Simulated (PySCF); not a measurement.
Energy landscape of H4BrSi (anion, charge -1), singlet: backside substitution at Si, threefold axis kept. Scanned: Si-Br distance and Si-H distance. Other coordinates (H-Si-H angle, Si-H length) were minimised at PBE0/def2-SVPD.

Method: RHF/def2-TZVPD run with PySCF.

Energy in mEh above the lowest grid point; x is the Si-Br distance (Å), y the Si-H distance (Å).

```
y \ x   2.09  2.26  2.40   2.56   2.75   2.96   3.22   3.52   3.90   4.42   4.88
-----  -----  ----  ----  -----  -----  -----  -----  -----  -----  -----  -----
3.26   111.0  96.5  95.9  101.4  111.2  122.7  135.3  146.8  157.4  167.0  172.7
2.94   107.4  91.1  88.8   92.2   99.7  108.7  118.6  127.7  136.1  144.0  148.8
2.61   103.2  84.0  79.2   79.8   84.0   89.6   96.1  102.4  108.6  114.7  118.5
2.35    98.6  76.3  69.0   66.7   67.6   70.2   73.9   77.9   82.4   87.1   90.1
2.15    93.5  68.6  59.1   54.3   52.7   52.9   54.3   56.6   59.8   63.5   66.0
1.97    87.8  60.5  49.0   42.1   38.0   36.1   35.6   36.6   38.6   41.5   43.5
1.83    83.2  54.2  41.2   32.7   27.0   23.5   21.6   21.5   22.8   25.0   26.7
1.71    80.1  49.8  35.8   26.0   18.9   14.2   11.2   10.3   10.9   12.7   14.1
1.60    79.3  48.1  33.1   22.3   14.1    8.4    4.5    2.9    3.0    4.3    5.5
1.51    81.3  49.5  34.0   22.5   13.4    7.0    2.4    0.3    0.0    1.0    2.0
1.39    90.9  58.6  42.4   30.1   20.2   12.9    7.5    4.8    4.0    4.6    5.4
```

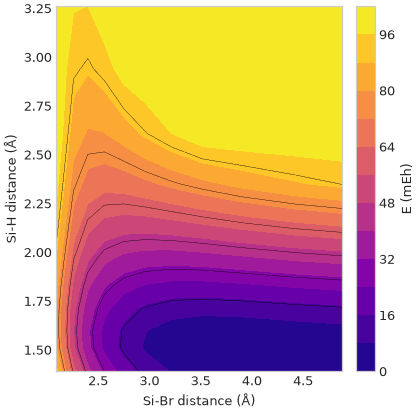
Figure: Energy surface, cut off at 103 mEh.

Points that lie below all their neighbours on the grid: x = 3.90, y = 1.51 (0.0 mEh).
